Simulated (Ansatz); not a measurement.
# Decaying states in the gap of Rb3H3N2, part 2 of 3

Aim: relax a made-up compound, Rb3H3N2, and see how good a tunnel barrier it would be. It is built by putting Rb for Li in the Li3H3N2 structure of space group Pm, with the volume rescaled by atomic radii. The parent structure comes from the Materials Project.

Ansatz 0.2.0; r2SCAN DFT, plane waves, PAW files (the session's first sound run).

So far. Step 2 (Cell and atoms at rest): The largest force component on a free atom ends at 0.012 eV/Å.

The structure was built from a prototype and need not be the compound's stable phase.

**3. Band edges**

The energy window and the wavevectors of the next steps follow from the band edges, so these are searched first, off the mesh as well.

Input file input.yaml:

```yaml
crystal:
  lattice:
    - [5.3748929114, 0.0, -0.1523907561]
    - [0.0, 4.6455396855, 0.0]
    - [-0.4462798838, 0.0, 7.2362759761]
  atoms:
    - { symbol: Rb, position: [0.4825359768, 0.0, 0.7760763303] }
    - { symbol: Rb, position: [0.9692827518, 0.5, 0.6993477615] }
    - { symbol: Rb, position: [0.5328610929, 0.0, 0.2810617227] }
    - { symbol: H, position: [0.0127621292, 0.1712621281, 0.0647106182] }
    - { symbol: H, position: [0.3338092779, 0.5, 0.4318713469] }
    - { symbol: H, position: [0.0127621292, 0.8287378719, 0.0647106182] }
    - { symbol: "N", position: [1.0077544074, 0.0, 0.9751938874] }
    - { symbol: "N", position: [0.4862322348, 0.5, 0.5310287147] }
kpoints:
  mp_grid: { grid: [6, 6, 4] }
  band_path: { path: [VBM, CBM], npoints: 30 }
scf:
  occupations: { method: fixed }
hamiltonian:
  xc: r2scan
output:
  eigenvalues: true
  write_potential: true
  write_density: true
  volumetric_format: npy
  elf: true
```

The run is started by

```bash
ansatz run input.yaml --threads 2 --pin off --max-ram 4096MiB --backend cpu --events-out ev --progress --plain --runs-dir out
```

Numbers of over 12 decimals in the logs are rounded to 6 here.

The log of the run:

```text
[...]
Crystal: 8 atoms, lattice volume = 180.369 Å³
Basis set: ecut = 500 eV, 4593 PW (Γ), exchange–correlation on 160×144×216 points (64 copies of the dense FFT grid, shifted against one another)
Bands: 28, of which v1, the nominal top of the filled ones, is band 20 counted from 1 (19 counted from 0)
Symmetry: 2 space group operations
[...]
k-points: 56 of 144 (time reversal used)
[...]
SCF iter   1: F=—  HF=-10653.248151 eV  |F-HF|=—  |Δ(HF+E_count)|=         —  Δρ=6.25e-3  dr2=1.14e-1  dr2_τ=2.50e-1  ethr=1.77e-3  ⟨swp⟩=5.0  Hψ=6779  notcnv=0  defer=317
[...]
SCF iter   8: F=-10653.188461 eV  HF=-10653.188461 eV  |F-HF|=5.17e-8  |Δ(HF+E_count)|=   1.91e-7  Δρ=4.62e-6  dr2=5.39e-8  dr2_τ=1.94e-9  ethr=2.50e-10  ⟨swp⟩=11.6  Hψ=10213  notcnv=0
SCF 1 converged in 8 iterations: F = -10653.188461 eV  dr2 = 5.39e-8
[...]
NSCF: frozen V_eff on 80 k-points
[...]
SCF converged after 8 iterations
Free energy (F): -10653.188461 eV
[...]
Internal energy: -10653.188461 eV  (E = F + TS)
E sigma→0 (E₀):  -10653.188461 eV
Fermi energy:    3.816620 eV
[...]
--- Band table (eV; the first three rows and the last of 56) ---
  k-point 0: bands = [... 16 lower, 0.2577, 1.9264, 3.4568, 3.7247, 4.2488, 6.4320, 7.6982, 8.5493, ... 4 higher]
  k-point 1: bands = [... 16 lower, 0.2390, 1.9330, 3.3821, 3.7413, 4.6161, 6.3957, 7.4179, 8.5838, ... 4 higher]
  k-point 2: bands = [... 16 lower, 0.2218, 1.9395, 3.3289, 3.7581, 5.2213, 5.9056, 7.3331, 8.4840, ... 4 higher]
  k-point 55: bands = [... 16 lower, 0.3225, 1.8871, 3.6148, 3.7831, 6.3799, 6.6676, 6.6833, 8.5908, ... 4 higher]
```

Elapsed: 73 s, on 2 threads of Intel Xeon Platinum 8259CL at 2.50GHz (Skylake/Cascade Lake), shared host; peak memory 0.91 GiB.

In the SCF lines HF is the Harris–Foulkes energy and dr2 the Hartree energy of the density residual, in eV; the loop may stop once dr2 is under the threshold and the program's other checks hold. Hψ counts applications of the Hamiltonian.

This step gave:

- free energy: -10653.1885 eV
- Fermi energy: 3.817 eV
- gap on the k-mesh: 0.4321 eV
- gap on path: 0.4321 eV, by band count; negative where bands overlap
- direct gap on path: 0.5240 eV
- edge places on path: 0, 0.6763 1/A along the path

The electronic bands at the labelled points (eV, zero at the Fermi level (highest filled level under fixed occupations); v1 is the highest filled band, c1 the lowest empty one):

```csv
point,v4,v3,v2,v1,c1,c2,c3,c4
VBM,-3.46,-1.81,-0.35,0.00,2.20,2.68,4.10,4.54
CBM,-3.56,-1.89,-0.36,-0.09,0.43,2.62,3.88,4.73
```

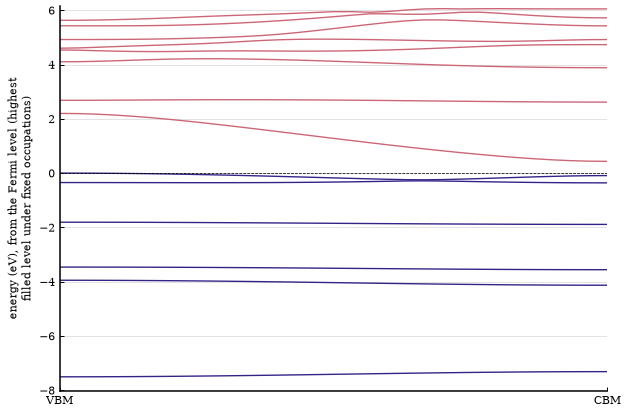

Electronic bands along the path; lines of filled and empty bands in two colours.

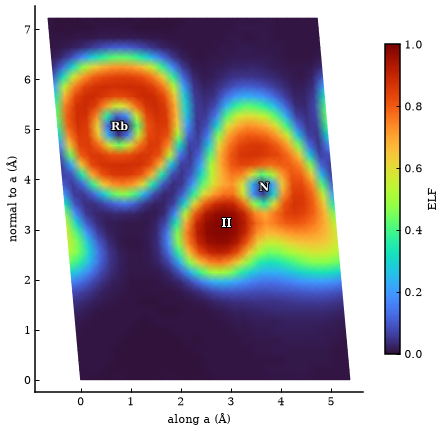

ELF in the ac plane at fractional y = 0.500, with atoms of Rb and H and N within 0.2 Å of it. It is the smooth field of the valence electrons, not physical close to the nuclei. The map starts off the cell's origin, so that atoms lie inside it.

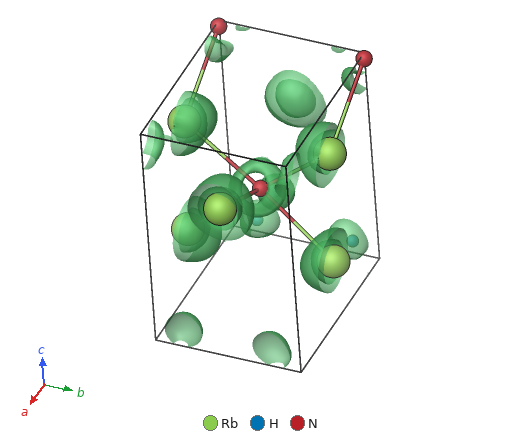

Surface of ELF = 0.85. Bonds to atoms that aren't drawn are left out.

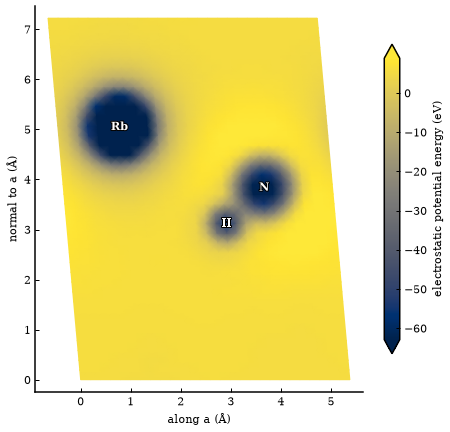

Electrostatic potential energy in the ac plane at fractional y = 0.500, with atoms of Rb and H and N within 0.2 Å of it. With pseudopotentials it is smooth inside the atoms' cores, unlike the true potential. The map starts off the cell's origin, so that atoms lie inside it.

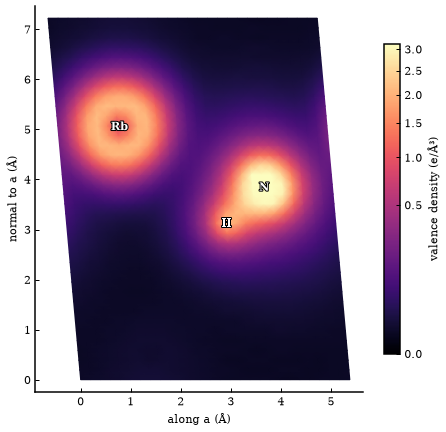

Valence density in the ac plane at fractional y = 0.500, with atoms of Rb and H and N within 0.2 Å of it. It is the smooth field of the valence electrons, not physical close to the nuclei. The map starts off the cell's origin, so that atoms lie inside it. The colour scale is stretched toward low values.

The searched edges give 0.432 eV, as on the mesh.

**4. Decaying states in the gap**

This step: r2SCAN DFT, plane waves, PAW files; complex bands by layer matching along the plane's normal (Ansatz 0.2.0).

The same crystal is laid in a cell whose first two vectors span the (100) plane (indices of the standard conventional cell, whose axes can be ordered otherwise than in the bulk input). At fixed energy and wavevector in the plane the solver finds all kz, real and complex. A few wavevectors are listed, (0, 0) and (-0.5, 0) in units of the plane's reciprocal vectors; the slowest state needn't be among them.

Input file input.yaml:

```yaml
crystal:
  lattice:
    - [4.645539686, 0.0, 0.0]
    - [0.0, 7.250024534, 0.0]
    - [0.0, -0.482956731, 5.355319743]
  atoms:
    - { symbol: Rb, position: [0.0, 0.7760763303, 0.4825359768] }
    - { symbol: Rb, position: [0.5, 0.6993477615, 0.9692827518] }
    - { symbol: Rb, position: [0.0, 0.2810617227, 0.5328610929] }
    - { symbol: H, position: [0.1712621281, 0.0647106182, 0.0127621292] }
    - { symbol: H, position: [0.5, 0.4318713469, 0.3338092779] }
    - { symbol: H, position: [0.8287378719, 0.0647106182, 0.0127621292] }
    - { symbol: "N", position: [0.0, 0.9751938874, 0.0077544074] }
    - { symbol: "N", position: [0.5, 0.5310287147, 0.4862322348] }
kpoints:
  mp_grid: { grid: [6, 4, 4] }
scf:
  occupations: { method: fixed }
hamiltonian:
  xc: r2scan
output:
  eigenvalues: true
  transmission:
    leads: [[0, 0]]
    kpoints: [[0.0, 0.0], [-0.5, 0.0]]
    e_range: [-1.0, 1.43]
    de: 0.05
```

The log of the run:

```text
[...]
Crystal: 8 atoms, lattice volume = 180.369 Å³
Basis set: ecut = 500 eV, 4593 PW (Γ), exchange–correlation on 144×216×160 points (64 copies of the dense FFT grid, shifted against one another)
Bands: 28, of which v1, the nominal top of the filled ones, is band 20 counted from 1 (19 counted from 0)
Symmetry: 2 space group operations
[...]
k-points: 40 of 96 (time reversal used)
[...]
SCF iter   1: F=—  HF=-10653.248058 eV  |F-HF|=—  |Δ(HF+E_count)|=         —  Δρ=6.25e-3  dr2=1.14e-1  dr2_τ=2.50e-1  ethr=1.77e-3  ⟨swp⟩=5.0  Hψ=4843  notcnv=0  defer=226
[...]
SCF iter   8: F=-10653.188387 eV  HF=-10653.188387 eV  |F-HF|=5.52e-8  |Δ(HF+E_count)|=   2.21e-7  Δρ=4.73e-6  dr2=5.68e-8  dr2_τ=2.05e-9  ethr=2.50e-10  ⟨swp⟩=11.4  Hψ=7343  notcnv=0
SCF 1 converged in 8 iterations: F = -10653.188387 eV  dr2 = 5.68e-8
[...]
transmission: 10 of 20 steps passed
transmission: 20 of 20 steps passed
SCF converged after 8 iterations
Free energy (F): -10653.188387 eV
[...]
Internal energy: -10653.188387 eV  (E = F + TS)
E sigma→0 (E₀):  -10653.188387 eV
Fermi energy:    3.816822 eV
[...]
--- Band table (eV; the first three rows and the last of 40) ---
  k-point 0: bands = [... 16 lower, 0.2578, 1.9264, 3.4570, 3.7248, 4.2488, 6.4320, 7.6983, 8.5493, ... 4 higher]
  k-point 1: bands = [... 16 lower, 0.2639, 1.8366, 3.4067, 3.7108, 4.8659, 6.4601, 7.5024, 8.2393, ... 4 higher]
  k-point 2: bands = [... 16 lower, 0.2805, 1.7690, 3.4023, 3.6981, 5.7279, 6.2576, 6.9082, 8.1422, ... 4 higher]
  k-point 39: bands = [... 16 lower, 0.3227, 1.8871, 3.6148, 3.7833, 6.3799, 6.6677, 6.6833, 8.5908, ... 4 higher]
--- Transmission ---
  basis      : 355 plane waves across, 10 finite elements along
  points     : 2, as listed
  energies   : 49 from -1.000000 to 1.400000 eV about the Fermi level, 0.050000 eV apart; the leads are filled to 0.215985 eV, and channels, transmission and decay are at 0.200000 eV
  crystal 0  : Rb3N2H3, at the sites [0, 0], period 5.3553 Å: whole cells are its period
    offset         : up to 0.0000 Å between an atom of the period and one for which it stands
    channels       : 0.000000e0 a spin
    conductance    : none, the energies end too early or step too widely for 300 K: set another output.transmission.e_range or a lower de, or, where they end at an eighth of basis.ecutwfc, a higher one
    slowest decay  : 0.1500 /Å at (0.0000, 0.0000)
```

Wall time 1.7 min (2 threads); peak memory 1.4 GiB.

A gap read on the k-mesh alone can miss the band edges.

This step gave:

```yaml
free_energy: -10653.1884 eV
gap_on_the_k_mesh: 0.4320 eV
level_to_which_the_leads_are_filled: 0.2160 eV from the Fermi level
decay_constant_at_the_filling_level_zone_centre: 0.1500 Å⁻¹
decay_constant_at_the_filling_level_slowest_listed_point: 0.15 Å⁻¹
```

K parallel (0, 0); values up to 1.5 1/Å, a degenerate pair printed once or twice; energies at which all values exceed this have no row. Table of Im kz of the slowest decaying states by energy, zero at the highest filled level on the SCF mesh:

```csv
energy (eV),decay 1 (Å⁻¹),decay 2 (Å⁻¹),decay 3 (Å⁻¹),decay 4 (Å⁻¹)
-1.000,0.364,0.556,0.766,0.814
-0.800,0.374,0.522,0.741,0.876
-0.600,0.411,0.431,0.723,0.849
-0.400,0.225,0.510,0.708,0.775
-0.200,0.194,0.424,0.570,0.628
0.000,0.190,0.460,0.472,0.598
0.200,0.150,0.499,0.588,0.612
0.400,0.0585,0.515,0.618,0.629
0.600,0.527,0.618,0.645,0.649
0.800,0.535,0.614,0.637,0.651
1.000,0.541,0.606,0.625,0.650
1.200,0.545,0.595,0.613,0.646
1.400,0.548,0.580,0.600,0.638
```

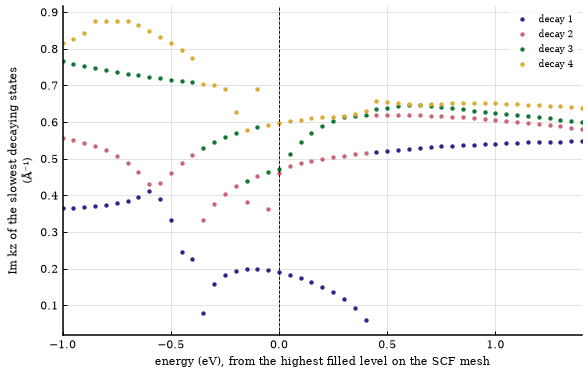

Im kz of the slowest decaying states, plotted against energy.

K parallel (-0.5, 0); values up to 1.5 1/Å, a degenerate pair printed once or twice; energies at which all values exceed this have no row. Table of Im kz of the slowest decaying states by energy, zero at the highest filled level on the SCF mesh:

```csv
energy (eV),decay 1 (Å⁻¹),decay 2 (Å⁻¹),decay 3 (Å⁻¹),decay 4 (Å⁻¹)
-1.0000,0.402,0.654,0.674,0.947
-0.7500,0.379,0.610,0.668,0.927
-0.5000,0.294,0.552,0.658,0.908
-0.2500,0.463,0.640,0.888,0.930
0.0000,0.0304,0.292,0.592,0.592
0.2500,0.403,0.455,0.637,0.698
0.5000,0.443,0.486,0.644,0.677
0.7500,0.450,0.495,0.593,0.630
1.0000,0.441,0.494,0.540,0.612
1.2500,0.419,0.487,0.496,0.593
```

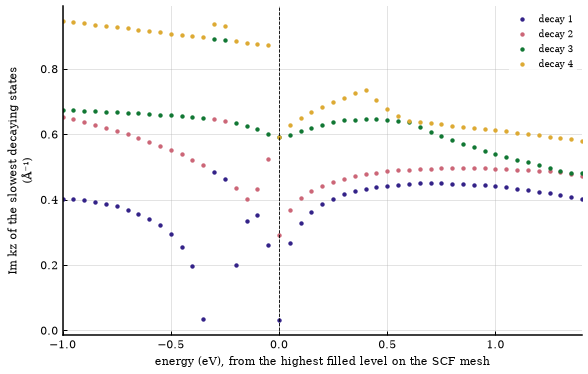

Im kz of the slowest decaying states against energy.

At the listed wavevectors the last open channel is at -0.10 eV and the next at +0.45 eV on the grid. At +0.20 eV, the grid energy nearest the filling level (the middle of the gap on the SCF mesh), the slowest state at the listed wavevectors decays with κ = 0.15 Å⁻¹, its amplitude falling by e over 6.7 Å. Through 1 nm of this crystal that state's transmission falls by exp(−2 × 0.15 Å⁻¹ × 10 Å) = 0.050.

**5. Decay over the two-dimensional zone**

The listed points could miss the slowest state, so one energy near mid-gap is solved on a mesh of 10×8.

input.yaml, as its differences from that of step 4:

```diff
@@ -22,6 +22,2 @@
   eigenvalues: true
-  transmission:
-    leads: [[0, 0]]
-    kpoints: [[0.0, 0.0], [-0.5, 0.0]]
-    e_range: [-1.0, 1.43]
-    de: 0.05
+  transmission: { leads: [[0, 0]], kmesh: [10, 8], e_range: [0.22, 0.23], de: 0.05 }
```

The log of the run:

```text
[...]
Crystal: 8 atoms, lattice volume = 180.369 Å³
Basis set: ecut = 500 eV, 4593 PW (Γ), exchange–correlation on 144×216×160 points (64 copies of the dense FFT grid, shifted against one another)
Bands: 28, of which v1, the nominal top of the filled ones, is band 20 counted from 1 (19 counted from 0)
Symmetry: 2 space group operations
[...]
k-points: 40 of 96 (time reversal used)
[...]
SCF iter   1: F=—  HF=-10653.248058 eV  |F-HF|=—  |Δ(HF+E_count)|=         —  Δρ=6.25e-3  dr2=1.14e-1  dr2_τ=2.50e-1  ethr=1.77e-3  ⟨swp⟩=5.0  Hψ=4843  notcnv=0  defer=226
[...]
SCF iter   8: F=-10653.188387 eV  HF=-10653.188387 eV  |F-HF|=5.52e-8  |Δ(HF+E_count)|=   2.21e-7  Δρ=4.73e-6  dr2=5.68e-8  dr2_τ=2.05e-9  ethr=2.50e-10  ⟨swp⟩=11.4  Hψ=7343  notcnv=0
SCF 1 converged in 8 iterations: F = -10653.188387 eV  dr2 = 5.68e-8
[...]
transmission: 40 of 300 steps passed
transmission: 60 of 300 steps passed
[...]
transmission: 300 of 300 steps passed
SCF converged after 8 iterations
Free energy (F): -10653.188387 eV
[...]
Internal energy: -10653.188387 eV  (E = F + TS)
E sigma→0 (E₀):  -10653.188387 eV
Fermi energy:    3.816822 eV
[...]
--- Band table (eV; the first three rows and the last of 40) ---
  k-point 0: bands = [... 16 lower, 0.2578, 1.9264, 3.4570, 3.7248, 4.2488, 6.4320, 7.6983, 8.5493, ... 4 higher]
  k-point 1: bands = [... 16 lower, 0.2639, 1.8366, 3.4067, 3.7108, 4.8659, 6.4601, 7.5024, 8.2393, ... 4 higher]
  k-point 2: bands = [... 16 lower, 0.2805, 1.7690, 3.4023, 3.6981, 5.7279, 6.2576, 6.9082, 8.1422, ... 4 higher]
  k-point 39: bands = [... 16 lower, 0.3227, 1.8871, 3.6148, 3.7833, 6.3799, 6.6677, 6.6833, 8.5908, ... 4 higher]
--- Transmission ---
  basis      : 355 plane waves across, 10 finite elements along
  points     : 30, standing for a mesh of 10 x 8
  energies   : 1 from 0.220000 to 0.220000 eV about the Fermi level; the leads are filled to 0.215985 eV, and channels, transmission and decay are at 0.220000 eV
  crystal 0  : Rb3N2H3, at the sites [0, 0], period 5.3553 Å: whole cells are its period
[...]
channels       : 0.000000e0 a spin
    conductance    : none, crystal 0 has no channel at the energies, or these end too early or step too widely for 300 K: set another output.transmission.e_range or a lower de, or, where they end at an eighth of basis.ecutwfc, a higher one
    slowest decay  : 0.1443 /Å at (0.0000, 0.0000)
```

It took 1.9 min on 2 threads; peak memory 1.5 GiB.

This step gave:

```yaml
least_decay_constant_on_the_mesh: 0.1443 Å⁻¹
```

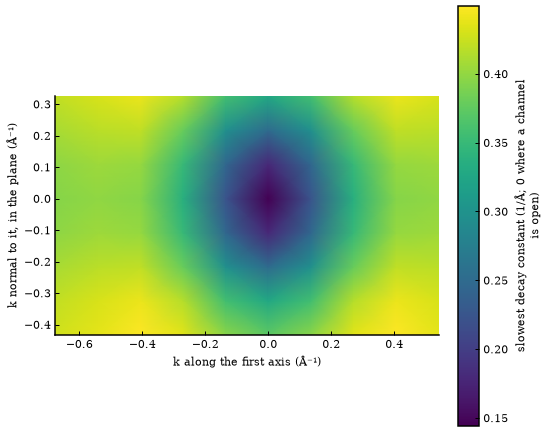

Slowest decay constant (1/Å; 0 where a channel is open) over k1 and k2. At 0.2200 eV from the Fermi level.

The least value on the mesh is 0.144 Å⁻¹ at +0.22 eV. At that energy the listed points give about 0.144 Å⁻¹ by interpolation, so the mesh holds no clearly slower state.

**6. Band edges at another level, cutoff 420 eV**

This step: LDA DFT, plane waves, PAW files (Ansatz 0.2.0).

The edges again with LDA, at the same atoms. Against that run the cutoff is 420 eV against 500.

Input file input.yaml:

```yaml
crystal:
  lattice:
    - [5.3748929114, 0.0, -0.1523907561]
    - [0.0, 4.6455396855, 0.0]
    - [-0.4462798838, 0.0, 7.2362759761]
  atoms:
    - { symbol: Rb, position: [0.4825359768, 0.0, 0.7760763303] }
    - { symbol: Rb, position: [0.9692827518, 0.5, 0.6993477615] }
    - { symbol: Rb, position: [0.5328610929, 0.0, 0.2810617227] }
    - { symbol: H, position: [0.0127621292, 0.1712621281, 0.0647106182] }
    - { symbol: H, position: [0.3338092779, 0.5, 0.4318713469] }
    - { symbol: H, position: [0.0127621292, 0.8287378719, 0.0647106182] }
    - { symbol: "N", position: [1.0077544074, 0.0, 0.9751938874] }
    - { symbol: "N", position: [0.4862322348, 0.5, 0.5310287147] }
kpoints:
  mp_grid: { grid: [6, 6, 4] }
  band_path: { path: [VBM, CBM], npoints: 30 }
scf:
  occupations: { method: fixed }
hamiltonian:
  xc: lda
output:
  eigenvalues: true
```

The log of the run:

```text
[...]
Crystal: 8 atoms, lattice volume = 180.369 Å³
Basis set: ecut = 420 eV, 3517 PW (Γ)
Bands: 28, of which v1, the nominal top of the filled ones, is band 20 counted from 1 (19 counted from 0)
Symmetry: 2 space group operations
[...]
k-points: 56 of 144 (time reversal used)
[...]
SCF iter   1: F=—  HF=-10308.408064 eV  |F-HF|=—  |Δ(HF+E_count)|=         —  Δρ=8.84e-3  dr2=1.86e-1  ethr=1.77e-3  ⟨swp⟩=5.0  Hψ=6712  notcnv=0  defer=326
[...]
SCF iter   8: F=-10308.361491 eV  HF=-10308.361491 eV  |F-HF|=3.59e-8  |Δ(HF+E_count)|=   8.48e-7  Δρ=3.67e-6  dr2=3.73e-8  ethr=2.50e-10  ⟨swp⟩=11.1  Hψ=9407  notcnv=0
SCF 1 converged in 8 iterations: F = -10308.361491 eV  dr2 = 3.73e-8
[...]
SCF converged after 8 iterations
Free energy (F): -10308.361491 eV
[...]
Internal energy: -10308.361491 eV  (E = F + TS)
E sigma→0 (E₀):  -10308.361491 eV
Fermi energy:    3.516177 eV
[...]
--- Band table (eV; the first three rows and the last of 56) ---
  k-point 0: bands = [... 16 lower, 0.2380, 1.8742, 3.1303, 3.4114, 3.5990, 5.8951, 6.9451, 7.7150, ... 4 higher]
  k-point 1: bands = [... 16 lower, 0.2064, 1.8825, 3.0345, 3.4295, 3.9960, 5.8410, 6.7257, 7.7694, ... 4 higher]
  k-point 2: bands = [... 16 lower, 0.1775, 1.8908, 2.9783, 3.4477, 4.6200, 5.2941, 6.7075, 7.7339, ... 4 higher]
  k-point 55: bands = [... 16 lower, 0.2971, 1.8141, 3.2668, 3.4713, 5.8726, 6.0204, 6.1332, 7.7124, ... 4 higher]
```

Elapsed: 43 s, on 2 threads; peak memory 0.55 GiB.

Numbers from this step:

```yaml
free_energy: -10308.3615 eV
fermi_energy: 3.516 eV
gap_on_the_k_mesh: 0.08283 eV
gap_on_path: 0.08283 eV, by band count; negative where bands overlap
direct_gap_on_path: 0.1876 eV
```

The electronic bands at the labelled points (eV, zero at the Fermi level (highest filled level under fixed occupations); v1 is the highest filled band, c1 the lowest empty one):

```csv
point,v4,v3,v2,v1,c1,c2,c3,c4
VBM,-3.18,-1.55,-0.43,0.00,1.94,2.37,3.79,4.12
CBM,-3.28,-1.64,-0.39,-0.10,0.08,2.38,3.43,4.20
```

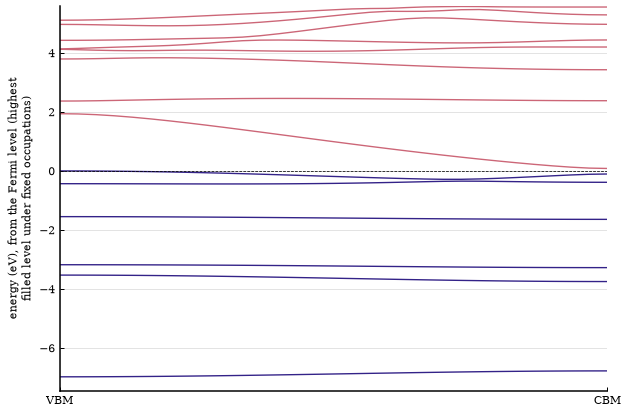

Electronic bands along the path; lines of filled and empty bands in two colours.

The searched edges give 0.0828 eV, as on the mesh.

Between step 3 and this run (LDA and cutoff 420 eV) the value for the gap on the k-mesh moves from 0.432 eV to 0.0828 eV.

(Part 2 of 3 ends here.)

[Logs are printed without paths, hosts, clocks, repeated set-up lines and the standing remarks that a program may print on its own settings, such as how far it seeks lower states.]

[Hosts, paths, dates, database ids (printed as entryN), source tags and the programs' standing remarks are cut or masked in the printed files.]
